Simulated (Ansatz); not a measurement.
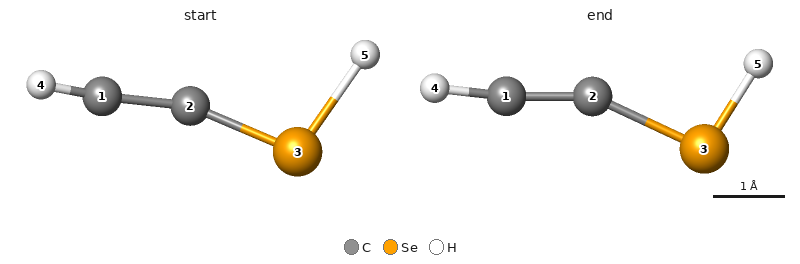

The structure of C₂H₂Se before (left) and after (right) a relaxation, at one scale.

Style: ball-and-stick. Shown face on.

Method: RKS wPBEh/def2-TZVPD in Ansatz.

The input:
```yaml
crystal:
  periodic: [false, false, false]
  atoms:
    - {symbol: C, position_ang: [-0.837354, -1.059077, 0.066705]}
    - {symbol: C, position_ang: [0.145971, -0.248348, -0.019722]}
    - {symbol: Se, position_ang: [1.373857, 0.730060, 0.550175]}
    - {symbol: H, position_ang: [-1.628470, -1.530461, 0.172696]}
    - {symbol: H, position_ang: [1.297424, 2.009681, -0.557658]}
basis:
  gaussian: {orbitals: def2-TZVPD, fitting: {mean_field: def2-universal-jkfit}}
hamiltonian: {xc: {name: wPBEh}}
scf: {lower_state_search: light}
relax: {f_tol: 0.001, max_steps: 2}
output: {forces: true}
```

Command:
```bash
ansatz run in.yaml --threads 2 --pin off --events-out ev --progress --plain --max-ram 4352MiB
```

> Summarise the run.

The relaxation stopped without meeting its thresholds, so the last structure isn't shown to be converged. The input was poor on purpose: steps. Over 1 geometry step the energy falls by 1.384 eV. Largest force component: 11 eV/Å at the start, 2.6 eV/Å at the end. The largest move after the best rigid fit is that of C2, 0.20 Å. By element the largest moves are C 0.20 Å, H 0.16 Å, Se 0.11 Å. Some distances before and after: Se3–H5 1.694 → 1.446 Å, C1–H4 0.927 → 1.047 Å, C2–Se3 1.670 → 1.756 Å, C1–C2 1.277 → 1.226 Å. Among the angles between lasting bonds that change: C2–Se3–H5 100.7° → 97.0°. Groups turn about C2–Se3 by about 35°. Cost: 4.7 s on 2 threads of AMD EPYC 7B13, with other jobs on the host.
